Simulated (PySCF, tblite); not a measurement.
# C2H7Cl2Si2 radical: geometry, infrared bands and EPR parameters

Aim: predict the infrared bands and EPR parameters of C2H7Cl2Si2 radical (`[SiH3][CH][C@H](Cl)[SiH2]Cl`).

Computed with tblite 0.8.0 and PySCF 2.14.0, with density-fitted response routines of our own, on a single molecule in the gas phase. Atoms count from 0, in the outputs and in this text.

### 1 The starting structure

13 atoms, charge 0, multiplicity 2; geometry from: force field or distance geometry start.

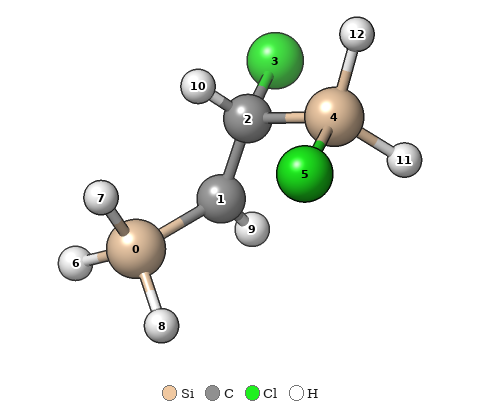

As it starts; silicon light orange, carbon grey, chlorine green, hydrogen white, atoms numbered.

### 2 Relaxing the molecule with GFN2-xTB

What the job is given:

```
{"job": {"kind": "relax", "xc": "GFN2-xTB", "basis": "xTB"}, "charge": 0, "multiplicity": 2}
Si    -1.910700    -0.968300     0.396000
C     -0.800200     0.286800    -0.300300
C      0.307300     0.887400     0.536200
Cl     0.350300     2.654900     0.129100
Si     2.028000     0.216100     0.283300
Cl     2.094900    -1.750400     0.862600
H     -3.314700    -0.475600     0.309000
H     -1.557700    -1.201600     1.819200
H     -1.780200    -2.225800    -0.372400
H     -0.942200     0.551900    -1.325500
H      0.054500     0.845600     1.598600
H      2.434900     0.243200    -1.153300
H      3.031400     0.936200     1.113500
```

Launch:

```console
OMP_NUM_THREADS=1 python probes_run.py task.json out
```

This one command runs all jobs of the session in turn.

Standard output:

```text
step      E/eV     max force
  0    -554.44822    2.476
  1    -554.60674    0.803
  2    -554.64399    0.537
  3    -554.66084    0.353
  4    -554.66952    0.336
  5    -554.67930    0.291
  6    -554.68618    0.250
  7    -554.69040    0.164
  8    -554.69421    0.187
  9    -554.69884    0.201
 10    -554.70265    0.174
 11    -554.70508    0.122
 12    -554.70654    0.095
 13    -554.70760    0.097
 14    -554.70853    0.083
 15    -554.70938    0.085
 16    -554.71026    0.079
 17    -554.71122    0.093
 18    -554.71206    0.077
 19    -554.71256    0.066
 20    -554.71288    0.051
 21    -554.71326    0.070
 22    -554.71380    0.090
 23    -554.71439    0.071
 24    -554.71481    0.049
 25    -554.71506    0.035
 26    -554.71527    0.046
 27    -554.71548    0.048
 28    -554.71568    0.042
 29    -554.71583    0.038
 30    -554.71596    0.030
 31    -554.71608    0.035
 32    -554.71616    0.024
 33    -554.71620    0.017
 34    -554.71622    0.015
 35    -554.71624    0.017
 36    -554.71626    0.013
 37    -554.71628    0.010
```

Wall time 0.27 s (1 thread of Arm Neoverse V2, shared host).

Along the way: (not every step is listed)

```csv
step,energy from step 0 (eV),largest force (eV/Å)
0,0.0000,2.4762
1,-0.1585,0.8028
2,-0.1958,0.5365
3,-0.2126,0.3530
4,-0.2213,0.3364
5,-0.2311,0.2913
6,-0.2380,0.2501
7,-0.2422,0.1638
8,-0.2460,0.1867
10,-0.2544,0.1740
12,-0.2583,0.0948
14,-0.2603,0.0834
16,-0.2620,0.0787
18,-0.2638,0.0772
20,-0.2647,0.0514
22,-0.2656,0.0900
24,-0.2666,0.0491
26,-0.2671,0.0458
28,-0.2675,0.0416
30,-0.2677,0.0298
32,-0.2679,0.0239
33,-0.2680,0.0169
34,-0.2680,0.0146
35,-0.2680,0.0166
36,-0.2680,0.0127
37,-0.2681,0.0099
```

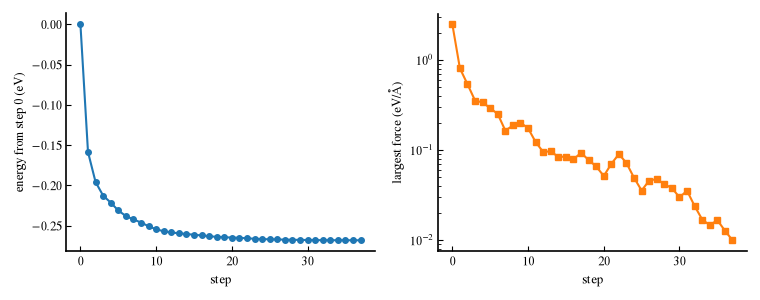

Energy and force, step by step.

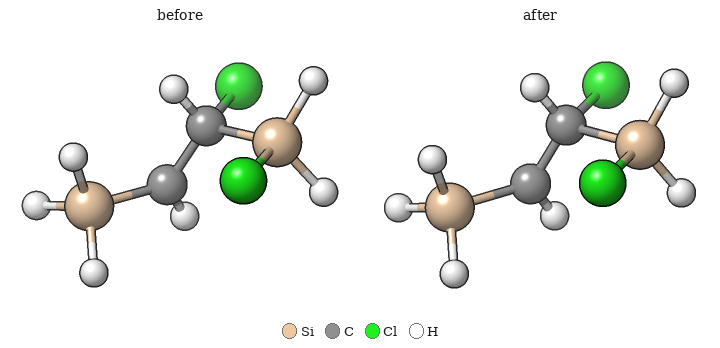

Before and after, at one scale.

Distances of close pairs at the start and the end, largest changes first:

```csv
bond,before (Å),after (Å),change (Å)
C2–Si4,1.864,1.945,+0.081
C1–C2,1.512,1.439,-0.073
Si4–Cl5,2.051,2.005,-0.046
Si0–C1,1.815,1.854,+0.039
Si4–H11,1.493,1.456,-0.037
Si4–H12,1.488,1.457,-0.031
Si0–H6,1.490,1.469,-0.022
Si0–H7,1.485,1.465,-0.020
```

The next job starts from the end point, and lists it.

### 3 Infrared spectrum with GFN2-xTB

What the job is given:

```
{"job": {"kind": "ir", "xc": "GFN2-xTB", "basis": "xTB"}, "charge": 0, "multiplicity": 2}
Si    -1.923404    -1.001178     0.411339
C     -0.729382     0.255851    -0.245547
C      0.261198     0.922991     0.557549
Cl     0.463640     2.685888     0.128700
Si     2.040114     0.197744     0.250472
Cl     2.006558    -1.725890     0.815767
H     -3.302784    -0.510272     0.297353
H     -1.608828    -1.245175     1.820696
H     -1.802822    -2.243485    -0.358471
H     -0.728127     0.501938    -1.297430
H      0.026181     0.904379     1.621121
H      2.313752     0.305693    -1.175368
H      2.979516     0.952003     1.069886
```

Standard output:

```text
mode    cm-1     km/mol
  1     -38.0      0.71
  2      46.6      0.67
  3      50.5      2.63
  4     107.5      1.59
  5     158.9      2.10
  6     194.8      0.63
  7     230.7      6.97
  8     286.7      2.82
  9     470.7     23.05
 10     494.1      4.65
 11     518.0     26.76
 12     533.4     71.92
 13     558.6    109.71
 14     568.0     14.78
 15     627.9      7.69
 16     663.5    123.66
 17     690.7    337.50
 18     761.2    187.91
 19     773.4    203.95
 20     782.9    173.88
 21     800.4    232.51
 22     817.7    264.93
 23    1073.6     42.42
 24    1150.0     12.62
 25    1189.0     14.61
 26    1282.2     39.88
 27    2205.2    355.14
 28    2233.4    254.04
 29    2251.8    209.40
 30    2305.2    226.73
 31    2328.5    100.73
 32    2951.3     11.17
 33    3067.6     13.72
```

It took 0.48 s on 1 thread of Arm Neoverse V2, shared host.

Which atoms move in the most intense modes:

```csv
cm⁻¹,km/mol,atoms
691,337.5,"H11 48 %, H12 36 %"
773,203.9,"H7 47 %, H8 36 %"
800,232.5,"H6 47 %, H8 42 %"
818,264.9,"C1 29 %, Si0 28 %, H9 11 %"
2205,355.1,"H6 85 %, H8 10 %"
2233,254.0,"H8 86 %, H6 10 %"
2252,209.4,H7 95 %
2305,226.7,"H12 76 %, H11 20 %"
```

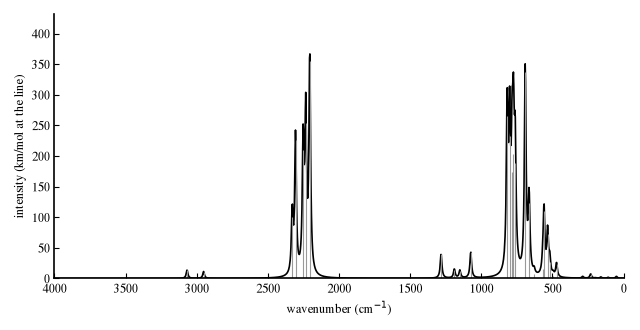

The infrared spectrum from these modes, unscaled. Lines are broadened to a width of 14 cm⁻¹ (Lorentzian).

### 4 EPR parameters: B3LYP/pcH-1

Settings changed since step 3:

```diff
@@ -1,2 +1,2 @@
-{"job": {"kind": "ir", "xc": "GFN2-xTB", "basis": "xTB"}, "charge": 0, "multiplicity": 2}
+{"job": {"kind": "epr", "basis": "pcH-1"}, "charge": 0, "multiplicity": 2}
 Si    -1.923404    -1.001178     0.411339
```

Level: UKS B3LYP, pcH-1 on C Cl H Si, non-relativistic, mean-field spin-orbit, GIAO.

Standard output:

```text
UKS, coarse grid
  cycle   1  E = -1579.79818067  |g| = 3.14e-01
  cycle   2  E = -1579.79230118  |g| = 3.05e-01
  cycle   3  E = -1579.83550586  |g| = 6.43e-02
  cycle   4  E = -1579.83730624  |g| = 2.20e-02
  cycle   5  E = -1579.83754200  |g| = 6.42e-03
  cycle   6  E = -1579.83757037  |g| = 2.91e-03
  cycle   7  E = -1579.83757580  |g| = 1.40e-03
  cycle   8  E = -1579.83757735  |g| = 4.65e-04
UKS, final grid
  cycle   1  E = -1579.83754515  |g| = 6.10e-04
  cycle   2  E = -1579.83754492  |g| = 9.06e-04
  cycle   3  E = -1579.83754534  |g| = 8.75e-05
  cycle   4  E = -1579.83754535  |g| = 1.86e-05
E = -1579.83754535 Eh   <S^2> = 0.7544 (exact 0.7500)
g shifts (ppm)      1          2          3
  rmc          -151       -151       -151
  gc              5          9         25
  oz_so        -821       1140       1994
  total        -968        997       1868
hyperfine (MHz)  atom isotope    a_iso     a_fc   dipolar eigenvalues
    0  29Si      42.65      42.72     -2.32      0.09      2.24
    1   13C      73.62      73.65    -70.67    -69.34    140.01
    2   13C     -12.15     -12.12     -7.36     -0.05      7.40
    3  35Cl      25.16      24.73    -13.76    -12.44     26.20
    4  29Si    -121.80    -121.92    -20.65      9.73     10.92
    5  35Cl      -0.37      -0.38     -0.94     -0.18      1.12
    6    1H      80.73      80.73     -3.28     -1.47      4.75
    7    1H       0.47       0.47     -2.91     -2.52      5.43
    8    1H      45.58      45.58     -3.13     -1.92      5.04
    9    1H     -51.44     -51.47    -32.97     -0.91     33.88
   10    1H      37.29      37.30     -4.68     -3.93      8.61
   11    1H      -1.89      -1.89     -2.82     -1.61      4.44
   12    1H      27.77      27.76     -2.14     -0.87      3.01
```

Wall time 92 s (1 thread of Arm Neoverse V2, shared host); peak memory 0.98 GiB.

Principal g values 2.00135, 2.00332, 2.00419; g(iso) = 2.00295, against 2.00232 for a free electron.

Mean a(iso) over the nuclei that a row names, and the largest dipolar term of the row (other rows stand at the frozen geometry):

```csv
nuclei,isotope,a(iso) (MHz),"a(iso) (G, at g = 2.0023)",largest dipolar term (MHz)
Si4,29Si,-121.8,-43.5,-20.6
C1,13C,73.6,26.3,140.0
H9,1H,-51.4,-18.4,33.9
Si0,29Si,42.7,15.2,-2.3
"H6, H7, H8",1H,42.3,15.1,5.4
H10,1H,37.3,13.3,8.6
H12,1H,27.8,9.9,3.0
Cl3,35Cl,25.2,9.0,26.2
C2,13C,-12.1,-4.3,7.4
H11,1H,-1.9,-0.7,4.4
Cl5,35Cl,-0.4,-0.1,1.1
```

Mulliken spin populations:

Si0 -0.04; C1 0.93; C2 -0.07; Cl3 0.06; Si4 0.06; Cl5 0.00; H6 0.04; H7 0.00; H8 0.02; H9 -0.04; H10 0.01; H11 0.00; H12 0.02

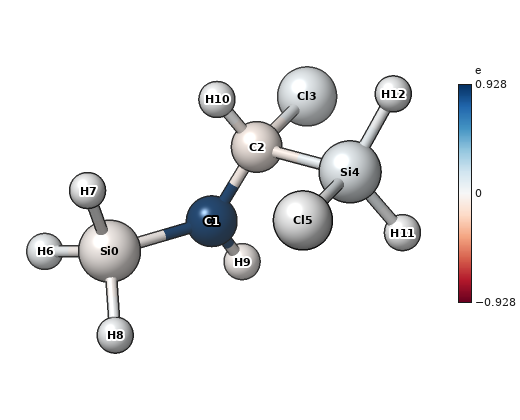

Mulliken spin populations, as colours on the atoms.

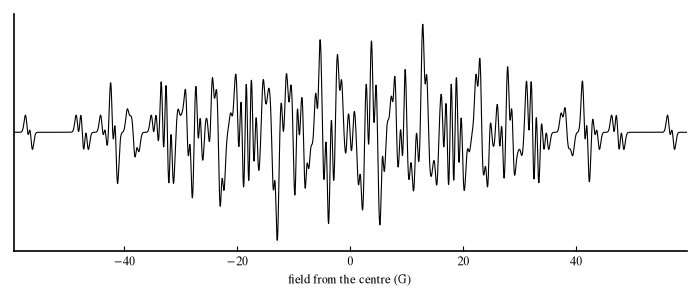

First-order isotropic spectrum (first derivative, main isotopes with spin only, couplings over 0.8 MHz, Gaussian width 0.3 G; couplings of the frozen geometry, rotation of groups not averaged beyond the rows shown).

The fields below are evaluated on a grid from the run's orbitals.

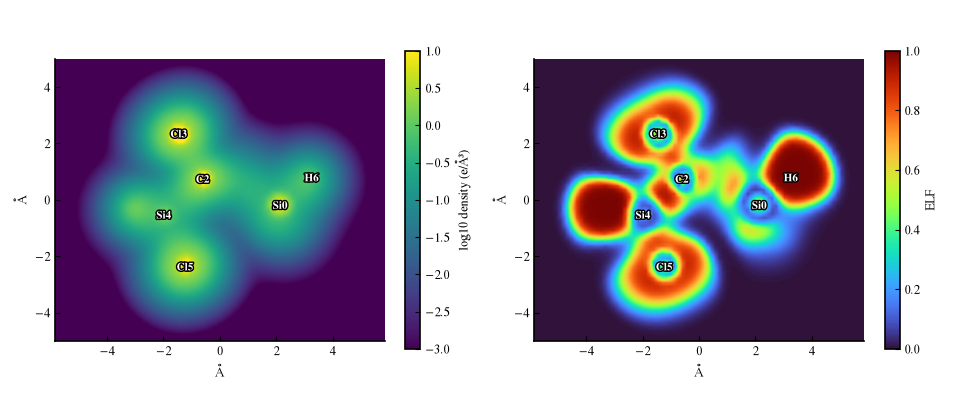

Density (left) and ELF (right) in a plane through or near 6 of the atoms.

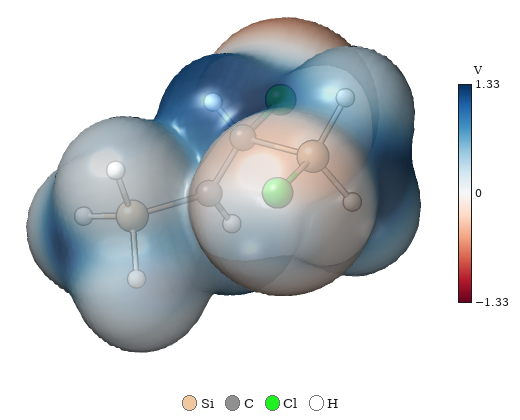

Electrostatic potential on the surface of density 0.002 e/bohr³; red is low, blue high. It runs from -0.56 V near Cl3 to 1.33 V near H11.

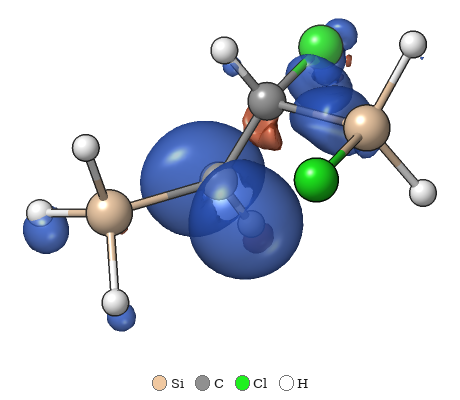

Spin density at ±0.03 e/Å³ (alpha excess blue, beta excess red).

### 5 What came out

| quantity | value |
| --- | --- |
| strongest single infrared mode (GFN2-xTB) | 2205 cm⁻¹, 355 km/mol |
| zero-point energy (GFN2-xTB) | 46.0 kcal/mol |
| g(iso) (B3LYP) | 2.00295 |
| ⟨S²⟩ | 0.754 (exact 0.75) |
| largest a(iso) (averaged by class) | 29Si on Si4, -121.8 MHz |
| potential on the surface of density 0.002 e/bohr³, 1st and 99th percentile | -0.56 V and 1.33 V |

In words: Over 37 steps the energy fell by 0.268 eV; of the close pairs, C2–Si4 changed most, 1.864 to 1.945 Å. The lowest mode is imaginary (38i cm⁻¹), so the xTB geometry is not a minimum: the zero-point energy counts the real modes alone, and all values at this geometry belong to a saddle point. The strongest single mode, at 2205 cm⁻¹, moves mainly H6. Unscaled tight-binding wavenumbers are off by several per cent, some by more. Its intensities can rank the bands wrongly. Most of the unpaired spin sits on C1 (0.93 e). The isotropic g lies 0.6 ppt above the free-electron value. These values are for one conformer; the search (at its own cheap level) found 2 more, at 0.56, 0.58 kcal/mol, and measured spectra average over such forms.
